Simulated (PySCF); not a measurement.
**triplet HOF at 3 levels**

Wanted: a comparison of 3 runs (UHF/STO-3G, UB3LYP/6-31G*, UB2PLYP/aug-cc-pVTZ) of triplet HOF. 

Program for the calculation: PySCF 2.14.0.

1 further run of the same task is left out (set aside as unsound or not needed).

### Step 1. Starting point

HOF has 3 atoms, charge 0, and is taken as a triplet. As SMILES of the parent species, `OF`. The coordinates come from a PBE0-D4/def2-TZVP relaxation. That shape belongs to the parent species and isn't relaxed for this state.

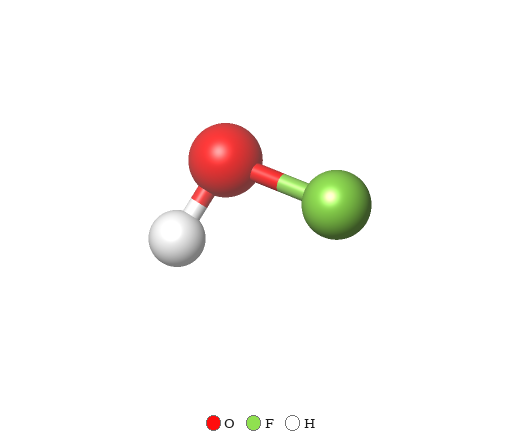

The structure, seen from a chosen angle (oxygen red, fluorine green, hydrogen white).

### Step 2. A single-point energy at UHF/STO-3G (run 1)

job.py reads:

```python
from pyscf import gto, scf

system = gto.M(
    atom='''
O      0.813697    -0.397485     0.408804
F     -0.419349     1.917354    -0.020749
H     -0.394367    -1.519869    -0.388055
''',
    unit='bohr',
    basis='sto-3g',
    max_memory=1860,
    verbose=3,
    spin=2,
)

mf = scf.UHF(system)
mf.conv_tol = 1e-10
mf.kernel()
if not mf.converged:
    mf = mf.newton().run(mf.mo_coeff, mf.mo_occ)

e_tot = mf.e_tot
print('Final energy', e_tot)
```

Run with:

```console
$ OMP_NUM_THREADS=1 python job.py
```

Log:

```text
WARN: HOMO 0.0253696236906361 >= LUMO -0.328753953319682

converged SCF energy = -172.194400503958  <S^2> = 2.0063176  2S+1 = 3.0042088
Final energy -172.19440050395778
```

Wall time 0.66 s (1 thread of Arm Neoverse V1, shared host); peak memory 0.099 GiB.

### Step 3. A single-point energy at UB3LYP/6-31G(d) (spherical functions) (run 2)

run.py reads:

```python
from pyscf import gto, dft

mol = gto.M(
    atom='''
O      0.430590    -0.210340     0.216330
F     -0.221910     1.014620    -0.010980
H     -0.208690    -0.804280    -0.205350
''',
    basis='6-31g*',
    spin=2,
    charge=0,
    max_memory=1860,
    verbose=3,
)

mf = dft.UKS(mol)
mf.xc = 'b3lyp'
mf.conv_tol = 1e-10
mf.grids.level = 5
mf.kernel()
if not mf.converged:
    mf = mf.newton().run(mf.mo_coeff, mf.mo_occ)

energy = mf.e_tot
print(f'total energy: {energy:.8f} hartree')
```

Run with:

```console
$ OMP_NUM_THREADS=1 python run.py
```

Log:

```text
WARN: HOMO -0.136716597243743 >= LUMO -0.356384176782709

WARN: HOMO -0.0629952092484238 >= LUMO -0.0969394218387762

WARN: HOMO -0.135584490905509 >= LUMO -0.14535342315359

WARN: HOMO -0.157545424698767 >= LUMO -0.166914922018301

WARN: HOMO -0.152172083502891 >= LUMO -0.157664176875502

WARN: HOMO -0.153565592646539 >= LUMO -0.157736215013982

WARN: HOMO -0.15353190413316 >= LUMO -0.157608093626866

WARN: HOMO -0.153516887193625 >= LUMO -0.157589937006999

WARN: HOMO -0.153513154450902 >= LUMO -0.157582518216839

WARN: HOMO -0.153513302724822 >= LUMO -0.157582655462694

WARN: HOMO -0.153512982862884 >= LUMO -0.157582226399774

WARN: HOMO -0.153513062378913 >= LUMO -0.157582441747888

converged SCF energy = -175.377934190105  <S^2> = 2.0062089  2S+1 = 3.0041364
total energy: -175.37793419 hartree
```

Wall time 4.2 s (1 thread of Arm Neoverse V1, shared host); peak memory 0.21 GiB.

### Step 4. The energy at UB2PLYP/aug-cc-pVTZ (run 3)

run.py reads:

```python
from pyscf import gto, dft, mp

system = gto.M(
    atom='''
O    0.430590  -0.210340   0.216330
F   -0.221910   1.014620  -0.010980
H   -0.208690  -0.804280  -0.205350
''',
    verbose=4,
    max_memory=1860,
    spin=2,
    basis='aug-cc-pvtz',
)

mf = dft.UKS(system, xc='0.53*HF + 0.47*B88, 0.73*LYP')
mf.conv_tol = 1e-10
mf.grids.level = 5
mf.kernel()
if not mf.converged:
    mf = mf.newton().run(mf.mo_coeff, mf.mo_occ)

pt = mp.MP2(mf, frozen=2).run()
etot = mf.e_tot + 0.27 * pt.e_corr
print('PT2 part  %.8f' % (0.27 * pt.e_corr))
print('Final energy', etot)
```

Run with:

```console
$ OMP_NUM_THREADS=1 python run.py
```

Log:

```text
PySCF version 2.14.0

[... 54 lines left out ...]
WARN: HOMO -0.124517296459379 >= LUMO -0.371411530825263
[... 54 lines left out ...]
converged SCF energy = -175.213180492466  <S^2> = 2.0177038  2S+1 = 3.0117794
[... 1 line left out ...]
******** <class 'pyscf.mp.ump2.UMP2'> ********
nocc = (np.int64(8), np.int64(6)), nmo = (113, 113)
frozen orbitals 2
E(UMP2) = -175.797687028297  E_corr = -0.584506535831037
E(SCS-UMP2) = -175.769934017198  E_corr = -0.556753524731863
E_corr(same-spin) = -0.166908828767747
E_corr(oppo-spin) = -0.41759770706329
PT2 part  -0.15781676
Final energy -175.3709972571408
```

Run time: 24 s. Hardware: 1 thread of Arm Neoverse V1, shared host; peak memory 0.6 GiB.

### Step 5. Overview of the runs

```csv
run,level,integration grid,frozen core orbitals,energy (Eh),dipole moment (D),HOMO energy (eV),LUMO energy (eV),wall time
1,UHF/STO-3G,–,–,-172.194401,1.99,-5.24,7.83,0.66 s
2,UB3LYP/6-31G* (spherical functions),5,–,-175.377934,1.98,-4.18,–,4.2 s
3,UB2PLYP/aug-cc-pVTZ,5,2,-175.370997,2.39,-7.71,-2.58,24 s
```

### Step 6. What came out

| quantity | value |
| --- | --- |
| run 3: total energy | -175.37100 Eh |
| run 3: dipole moment (SCF part) | 2.39 D |
| run 3: HOMO energy (SCF part's orbitals) (highest over α and β) | -7.71 eV |
| run 3: LUMO energy (SCF part's orbitals) (lowest over α and β) | -2.58 eV |
| run 3: ⟨S²⟩ | 2.018 |

The dipole moment (its size) runs from 1.98 D (UB3LYP/6-31G*) to 2.39 D (UB2PLYP/aug-cc-pVTZ). The two ends differ in method and basis. A double hybrid's value is that of its SCF part. Totals of different functionals can't be ranked against each other. In run 1 the basis is minimal, so the values are rough. All runs together took 29 s, the longest 24 s.
